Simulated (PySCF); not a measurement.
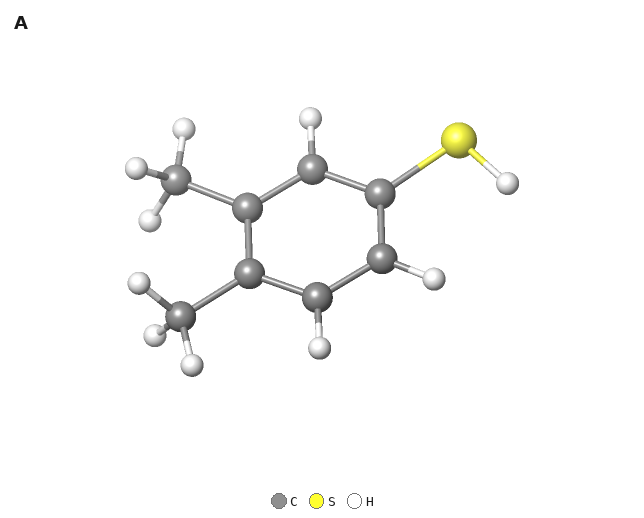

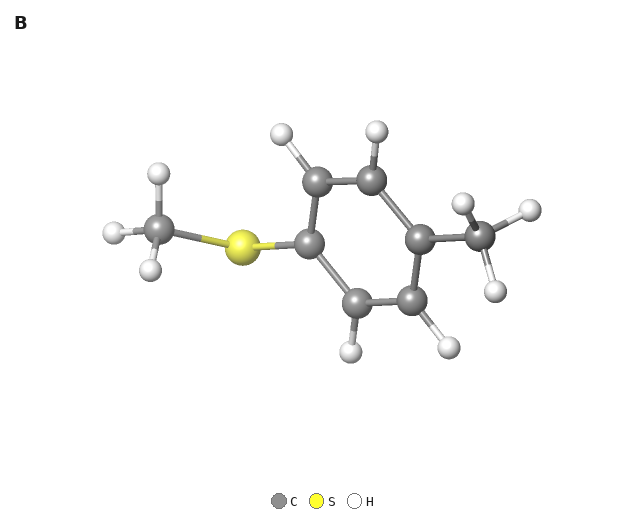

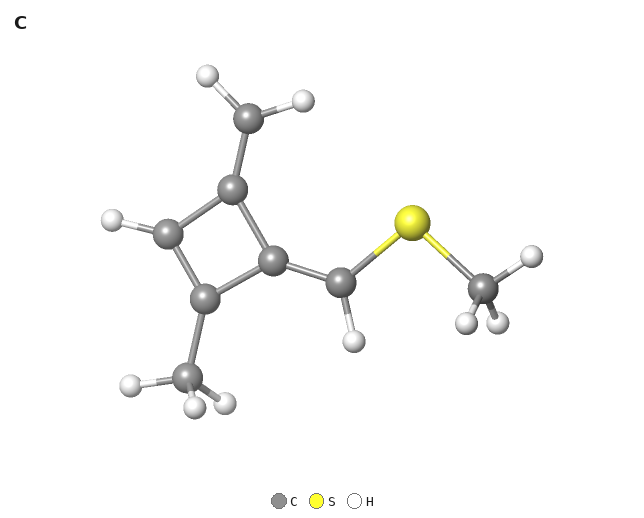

3 stationary structures of one formula. Geometries: PBE0-D3(BJ)/def2-SVP. Electronic energies: PBE0-D3(BJ)/def2-SVP (PySCF 2.14.0), without zero-point energy. No frequency run is at hand to confirm each as a minimum. Each is one conformer, not always the lowest.

**Which structure is the most stable?**

A is lowest; B lies 24.7 kJ/mol above it, C lies 281.2 kJ/mol above it. A is `Cc1ccc(S)cc1C`, B is `CSc1ccc(C)cc1`, C is `C=C1C=C(C)/C1=C/SC`.
